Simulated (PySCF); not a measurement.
CoO (charge +1, quintet)

```yaml
atoms:
  - { symbol: Co, position_ang: [0.0000, 0.0000, -0.3492] }
  - { symbol: O, position_ang: [0.0000, 0.0000, 1.2868] }
```

Level of theory: PySCF 2.14.0, PBE0/def2-TZVPPD, non-relativistic Hamiltonian with scalar-relativistic core potentials where named, at a bond length of 1.636 Å.

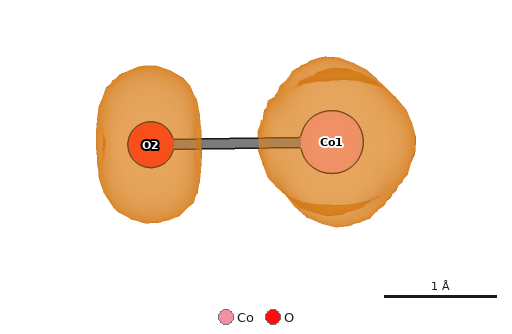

Figure 1. Isosurfaces of the spin density at +0.3 (orange) and −0.3 e/Å³ (purple), seen from one side.

Which atoms carry the spin?

The unpaired spin (4 electrons) lies mostly on Co1 (about 2.7) and O2 (about 1.3), in electrons by Hirshfeld's partition. Only one sign reaches the isovalue.

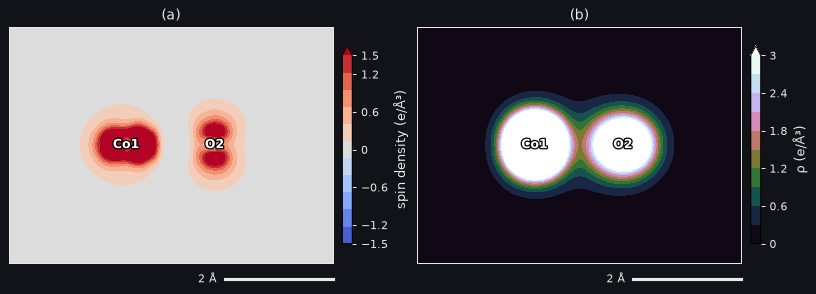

Figure 2. (a) spin density; (b) total electron density on a plane that holds the molecular axis.

Read the bonding off the picture.

The section cuts through Co and O sites.
Co–O (1.64 Å): ρ is about 1.5 e/Å³ halfway.
